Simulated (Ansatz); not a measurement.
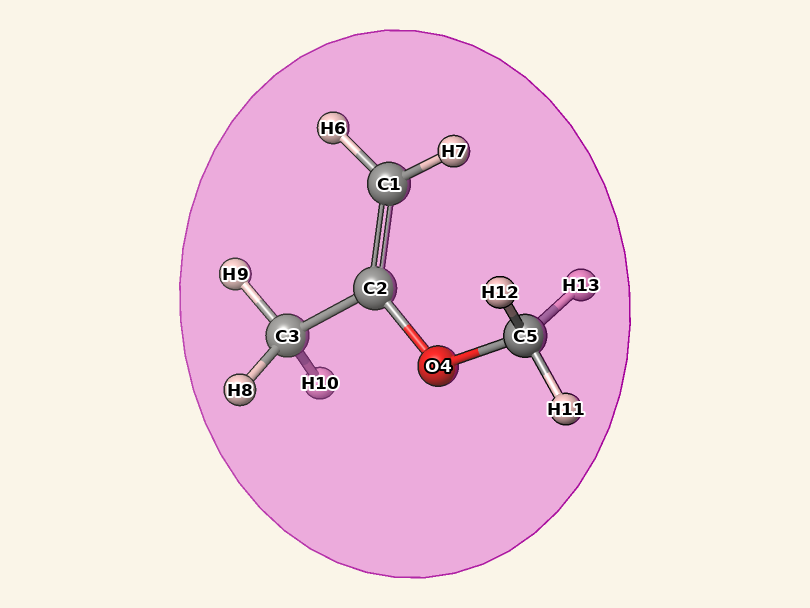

A disc through the centre of mass is drawn in. Atoms fade into the background with distance from the viewer. The geometry was computed by an optimisation with PBE-D4/def2-SVP. No frequency run is at hand to confirm it as a minimum.

Is the plane of the disc a mirror plane of the structure?

Yes. The reflection leaves C1, C2, C3, O4, C5, H6, H7, H9, H11 in place and moves H8 ↔ H10; H12 ↔ H13. The point group is Cs.
